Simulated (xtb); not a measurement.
Geometry relaxation, with input and output: HfCl4 (part 1 of 3)

- system: HfCl4
- method: GFN2-xTB (xtb 6.7.1 later snapshot)

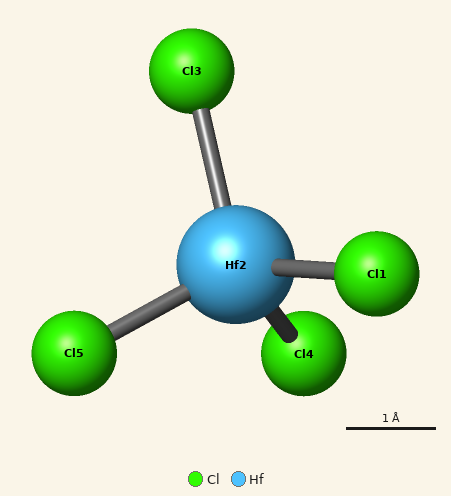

Figure 1. The starting structure (ball-and-stick view, seen at a tilt; atoms are numbered from 1 in the order of the input). Sticks mark near contacts.

Summary:

- outcome: converged
- electrons treated: 32
- total energy: −19.883215 hartree
- dispersion energy: −0.005496 hartree
- basis functions: 50
- HOMO: −12.64 eV
- LUMO: −9.82 eV
- zero-point energy: 0.003258 hartree
- dipole moment: 0.25 D
- wavenumbers, lowest and highest: 43 and 318 cm⁻¹
- hardware: 1 thread of Arm Neoverse V1, 24 GiB of memory available, shared host
- peak memory: 0.072 GiB

Notes:

Settings chosen away from the usual ones: method = gfn2-xtb; task = optfreq; opt_level = crude; x = {}; partner = base. These settings are looser than, or depart from, a standard set-up, so the numbers are not reference values for this system. Notes on the run: -1- hessian_numhess: Hessian on incompletely optimized geometry!.

Input file (mol.xyz):
```
5
start
Cl    -0.057300    -0.188860     2.282230
Hf     0.039780     0.043020     0.030330
Cl     1.517810    -1.479510    -0.892810
Cl    -2.036680    -0.369750    -0.869620
Cl     0.645850     2.050200    -0.565810
```

Run as:
```bash
xtb mol.xyz --gfn 2 -c 0 --ohess crude --parallel 1 > xtb.out 2> xtb.err
```

Output:
```
* xtb version 6.7.1
   ID    Z sym.   atoms
    1   17 Cl     1, 3-5
    2   72 Hf     2

           -------------------------------------------------
          |                Calculation Setup                |
           -------------------------------------------------

          program call               : xtb mol.xyz --gfn 2 -c 0 --ohess crude --parallel 1
          coordinate file            : mol.xyz
          omp threads                :                     1

           -------------------------------------------------
          |                 G F N 2 - x T B                 |
           -------------------------------------------------

      * Hamiltonian:
        H0-scaling (s, p, d)           1.850000    2.230000    2.230000
        zeta-weighting                 0.500000
      * Dispersion:
        s8                             2.700000
        a1                             0.520000
        a2                             5.000000
        s9                             5.000000
      * Repulsion:
        kExp                           1.500000    1.000000
        rExp                           1.000000
      * Coulomb:
        alpha                          2.000000
        third order                    shell-resolved
        anisotropic                    true
        a3                             3.000000
        a5                             4.000000
        cn-shift                       1.200000
        cn-exp                         4.000000
        max-rad                        5.000000

          ...................................................
          :                      SETUP                      :
          :.................................................:
          :  # basis functions                  50          :
          :  # atomic orbitals                  45          :
          :  # shells                           15          :
          :  # electrons                        32          :
          :  max. iterations                   250          :
          :  Hamiltonian                  GFN2-xTB          :
          :  restarted?                      false          :
          :  GBSA solvation                  false          :
          :  PC potential                    false          :
          :  electronic temp.          300.0000000     K    :
          :  accuracy                    1.0000000          :
          :  -> integral cutoff          0.2500000E+02      :
          :  -> integral neglect         0.1000000E-07      :
          :  -> SCF convergence          0.1000000E-05 Eh   :
          :  -> wf. convergence          0.1000000E-03 e    :
          :  Broyden damping             0.4000000          :
          :  net charge                          0          :
          :  unpaired electrons                  0          :
          ...................................................

 iter      E             dE          RMSdq      gap      omega  full diag
   1    -11.1133527 -0.111134E+02  0.369E+01    0.18       0.0  T
   2    -16.7804668 -0.566711E+01  0.256E+01   11.52       1.0  T
   3    -18.5384073 -0.175794E+01  0.178E+01    7.24       1.0  T
   4    -19.4270938 -0.888686E+00  0.126E+01    4.06       1.0  T
   5    -18.7408437  0.686250E+00  0.139E+01    7.44       1.0  T
   6    -19.8856383 -0.114479E+01  0.202E+00    2.10       1.0  T
   7    -18.9993493  0.886289E+00  0.128E+01    0.98       1.0  T
   8    -19.1435340 -0.144185E+00  0.116E+01    1.04       1.0  T
   9    -18.7322388  0.411295E+00  0.146E+01    0.85       1.0  T
  10    -19.4992303 -0.766992E+00  0.885E+00    1.38       1.0  T
  11    -19.5000001 -0.769721E-03  0.879E+00    1.37       1.0  T
  12    -19.7084692 -0.208469E+00  0.469E+00    1.43       1.0  T
  13    -19.5605545  0.147915E+00  0.686E+00    1.28       1.0  T
  14    -19.8932592 -0.332705E+00  0.198E+00    2.39       1.0  T
  15    -19.9049010 -0.116418E-01  0.316E-01    2.59       1.0  T
  16    -19.8864344  0.184667E-01  0.216E+00    2.47       1.0  T
  17    -19.8859135  0.520832E-03  0.241E+00    2.53       1.0  T
  18    -19.8995856 -0.136721E-01  0.147E+00    2.65       1.0  T
  19    -19.8998882 -0.302603E-03  0.127E+00    2.61       1.0  T
  20    -19.9013497 -0.146151E-02  0.102E+00    2.60       1.0  T
  21    -19.9025874 -0.123769E-02  0.856E-01    2.63       1.0  T
  22    -19.9037961 -0.120868E-02  0.660E-01    2.66       1.0  T
  23    -19.9044283 -0.632169E-03  0.504E-01    2.67       1.0  T
  24    -19.9049023 -0.474015E-03  0.336E-01    2.69       1.0  T
  25    -19.9051556 -0.253338E-03  0.200E-01    2.70       1.0  T
  26    -19.9052688 -0.113147E-03  0.102E-01    2.71       1.0  T
  27    -19.9053123 -0.434867E-04  0.302E-02    2.72       1.5  T
  28    -19.9053190 -0.671641E-05  0.148E-02    2.73       3.0  T
  29    -19.9053190 -0.487227E-07  0.937E-03    2.73       4.8  T
  30    -19.9053190  0.123856E-07  0.916E-03    2.73       4.9  T
  31    -19.9053184  0.576704E-06  0.167E-02    2.73       2.7  T
  32    -19.9053191 -0.685136E-06  0.659E-03    2.73       6.8  T
  33    -19.9053193 -0.124116E-06  0.148E-03    2.73      30.2  T
  34    -19.9053193 -0.498668E-08  0.108E-03    2.73      41.5  T
  35    -19.9053193 -0.339911E-08  0.238E-04    2.73     187.8  T
  36    -19.9053193 -0.868638E-11  0.111E-04    2.73     404.0  T

   *** convergence criteria satisfied after 36 iterations ***

         #    Occupation            Energy/Eh            Energy/eV
      -------------------------------------------------------------
         1        2.0000           -1.1289808             -30.7211
       ...           ...                  ...                  ...
        10        2.0000           -0.4725130             -12.8577
        11        2.0000           -0.4723034             -12.8520
        12        2.0000           -0.4678365             -12.7305
        13        2.0000           -0.4674873             -12.7210
        14        2.0000           -0.4651845             -12.6583
        15        2.0000           -0.4622832             -12.5794
        16        2.0000           -0.4617808             -12.5657 (HOMO)
        17                         -0.3616342              -9.8406 (LUMO)
        18                         -0.3612397              -9.8298
        19                         -0.3439734              -9.3600
        20                         -0.3424785              -9.3193
        21                         -0.3386247              -9.2144
       ...                                ...                  ...
        45                          0.5583411              15.1932
      -------------------------------------------------------------
                  HL-Gap            0.1001466 Eh            2.7251 eV
             Fermi-level           -0.4117075 Eh          -11.2031 eV

 SCC (total)                   0 d,  0 h,  0 min,  0.018 sec
 SCC setup                      ...        0 min,  0.000 sec (  0.456%)
 Dispersion                     ...        0 min,  0.000 sec (  0.101%)
 classical contributions        ...        0 min,  0.000 sec (  0.027%)
 integral evaluation            ...        0 min,  0.001 sec (  7.783%)
 iterations                     ...        0 min,  0.014 sec ( 78.869%)
 molecular gradient             ...        0 min,  0.002 sec ( 12.315%)
 printout                       ...        0 min,  0.000 sec (  0.388%)

         :::::::::::::::::::::::::::::::::::::::::::::::::::::
         ::                     SUMMARY                     ::
         :::::::::::::::::::::::::::::::::::::::::::::::::::::
         :: total energy             -19.880969591647 Eh    ::
         :: gradient norm              0.033855306771 Eh/a0 ::
         :: HOMO-LUMO gap              2.725128018054 eV    ::
         ::.................................................::
         :: SCC energy               -19.905312815834 Eh    ::
         :: -> isotropic ES            0.025706294916 Eh    ::
         :: -> anisotropic ES          0.001011302709 Eh    ::
         :: -> anisotropic XC         -0.000586299883 Eh    ::
         :: -> dispersion             -0.005453390858 Eh    ::
         :: repulsion energy           0.024343224187 Eh    ::
         :: add. restraining           0.000000000000 Eh    ::
         :: total charge               0.000000000000 e     ::
         :::::::::::::::::::::::::::::::::::::::::::::::::::::

      -----------------------------------------------------------
     |                   =====================                   |
     |                        A N C O P T                        |
     |                   =====================                   |
     |               Approximate Normal Coordinate               |
     |                Rational Function Optimizer                |
      -----------------------------------------------------------

          ...................................................
          :                      SETUP                      :
          :.................................................:
          :   optimization level             crude          :
          :   max. optcycles                   200          :
          :   ANC micro-cycles                  20          :
          :   degrees of freedom                 9          :
          :.................................................:
          :   RF solver                   davidson          :
          :   write xtbopt.log                true          :
          :   linear?                        false          :
          :   energy convergence         0.5000000E-03 Eh   :
          :   grad. convergence          0.1000000E-01 Eh/α :
          :   maximum RF displ.          1.0000000          :
          :   Hlow (freq-cutoff)         0.1000000E-01      :
          :   Hmax (freq-cutoff)         5.0000000          :
          :   S6 in model hess.         20.0000000          :
          ...................................................

generating ANC from exact Hessian ...
Using Lindh-Hessian (1995)
 Shifting diagonal of input Hessian by    9.2466378683205060E-003
 Lowest  eigenvalues of input Hessian
    0.000000    0.000000    0.000000    0.000000    0.000000    0.000000
    0.010000    0.010044    0.010692    0.010757    0.010895    0.069015
    0.124892    0.143143    0.200827
 Highest eigenvalues
    0.010757    0.010895    0.069015    0.124892    0.143143    0.200827

........................................................................
.............................. CYCLE    1 ..............................
........................................................................

 iter      E             dE          RMSdq      gap      omega  full diag
   1    -19.9053193 -0.199053E+02  0.106E-04    2.73       0.0  T
   2    -19.9053193  0.139266E-10  0.670E-05    2.73     667.4  T
   3    -19.9053193 -0.520437E-10  0.504E-05    2.73     887.0  T
     SCC iter.                  ...        0 min,  0.001 sec
     gradient                   ...        0 min,  0.002 sec
 * total energy  :   -19.8809696 Eh     change       -0.3886669E-11 Eh
   gradient norm :     0.0338554 Eh/α   predicted     0.0000000E+00 (-100.00%)
   displ. norm   :     0.2151193 α      lambda       -0.6592723E-02
   maximum displ.:     0.1447188 α      in ANC's #9, #6, #8, ...

........................................................................
.............................. CYCLE    2 ..............................
........................................................................

 iter      E             dE          RMSdq      gap      omega  full diag
   1    -19.9091871 -0.199092E+02  0.650E-01    2.87       0.0  T
   2    -19.9094277 -0.240677E-03  0.414E-01    2.82       1.0  T
   3    -19.9094868 -0.590527E-04  0.388E-01    2.83       1.0  T
   4    -19.9091570  0.329790E-03  0.373E-01    2.75       1.0  T
   5    -19.9095393 -0.382325E-03  0.607E-02    2.79       1.0  T
   6    -19.9095419 -0.253616E-05  0.305E-02    2.79       1.5  T
   7    -19.9095435 -0.160614E-05  0.935E-03    2.80       4.8  T
   8    -19.9095436 -0.147187E-06  0.564E-03    2.80       7.9  T
   9    -19.9095437 -0.484546E-07  0.322E-03    2.80      13.9  T
  10    -19.9095437 -0.270666E-07  0.244E-03    2.80      18.3  T
  11    -19.9095437 -0.352965E-08  0.101E-03    2.80      44.4  T
  12    -19.9095437 -0.185882E-08  0.129E-04    2.80     345.8  T
  13    -19.9095437 -0.217426E-10  0.514E-05    2.80     869.8  T
     SCC iter.                  ...        0 min,  0.005 sec
     gradient                   ...        0 min,  0.002 sec
 * total energy  :   -19.8827507 Eh     change       -0.1781115E-02 Eh
   gradient norm :     0.0153323 Eh/α   predicted    -0.3448908E-02 (  93.64%)
   displ. norm   :     0.0770980 α      lambda       -0.9847002E-03
   maximum displ.:     0.0415254 α      in ANC's #8, #9, #6, ...

........................................................................
.............................. CYCLE    3 ..............................
........................................................................

 iter      E             dE          RMSdq      gap      omega  full diag
   1    -19.9086174 -0.199086E+02  0.243E-01    2.81       0.0  T
   2    -19.9086462 -0.287571E-04  0.149E-01    2.82       1.0  T
   3    -19.9086518 -0.559480E-05  0.137E-01    2.82       1.0  T
   4    -19.9086210  0.307220E-04  0.781E-02    2.84       1.0  T
   5    -19.9086560 -0.349299E-04  0.183E-02    2.83       2.4  T
   6    -19.9086564 -0.444243E-06  0.595E-03    2.83       7.5  T
   7    -19.9086564 -0.434431E-07  0.320E-03    2.83      14.0  T
   8    -19.9086565 -0.167373E-07  0.173E-03    2.83      25.8  T
   9    -19.9086565 -0.764036E-08  0.817E-04    2.83      54.8  T
  10    -19.9086565 -0.109987E-08  0.390E-04    2.83     114.7  T
     SCC iter.                  ...        0 min,  0.004 sec
     gradient                   ...        0 min,  0.002 sec
 * total energy  :   -19.8832150 Eh     change       -0.4642633E-03 Eh
   gradient norm :     0.0038543 Eh/α   predicted    -0.4952778E-03 (   6.68%)
   displ. norm   :     0.0564249 α      lambda       -0.1177549E-03
   maximum displ.:     0.0407854 α      in ANC's #3, #5, #9, ...

   *** GEOMETRY OPTIMIZATION CONVERGED AFTER 3 ITERATIONS ***

------------------------------------------------------------------------
 total energy gain   :        -0.0022454 Eh       -1.4090 kcal/mol
 total RMSD          :         0.0695004 a0        0.0368 Å
 total power (kW/mol):        -1.9650801 (step) -276.1326 (real)
------------------------------------------------------------------------

 ANCopt (total)                0 d,  0 h,  0 min,  0.021 sec
 optimizer setup                ...        0 min,  0.000 sec (  0.204%)
 model hessian                  ...        0 min,  0.000 sec (  0.299%)
 ANC generation                 ...        0 min,  0.000 sec (  0.214%)
 coordinate transformation      ...        0 min,  0.000 sec (  0.064%)
 single point calculation       ...        0 min,  0.021 sec ( 97.275%)
 optimization log               ...        0 min,  0.000 sec (  0.760%)
 hessian update                 ...        0 min,  0.000 sec (  0.041%)
 rational function              ...        0 min,  0.000 sec (  0.694%)

================
 final structure:
================
5
 xtb: 6.7.1
Cl          -0.04923148559206       -0.18374842749696        2.25130114735640
Hf           0.01989554846555       -0.00941906238133        0.01753540745772
Cl           1.50218679627009       -1.45803252585781       -0.86888138247789
Cl          -2.01969955414003       -0.36564353906736       -0.85497287748006
Cl           0.65630869499645        2.07194355480346       -0.56066229485617

 Bond Distances (Angstroems)
 ---------------------------
Cl1-Hf2=2.2416       Hf2-Cl1=2.2416       Hf2-Cl3=2.2542       Hf2-Cl4=2.2468       Hf2-Cl5=2.2520       Cl3-Hf2=2.2542
Cl4-Hf2=2.2468       Cl5-Hf2=2.2520
 Hf Cl Rav=2.2487 sigma=0.0049  Rmin=2.2416  Rmax=2.2542     4

 selected bond angles (degree)
 --------------------
Cl3-Hf2-Cl1=111.23             Cl4-Hf2-Cl1=110.28             Cl4-Hf2-Cl3=110.02             Cl5-Hf2-Cl1=109.66
Cl5-Hf2-Cl3=107.89             Cl5-Hf2-Cl4=107.66

 selected dihedral angles (degree)
 ---------------------------------

           -------------------------------------------------
          |                Final Singlepoint                |
           -------------------------------------------------
```
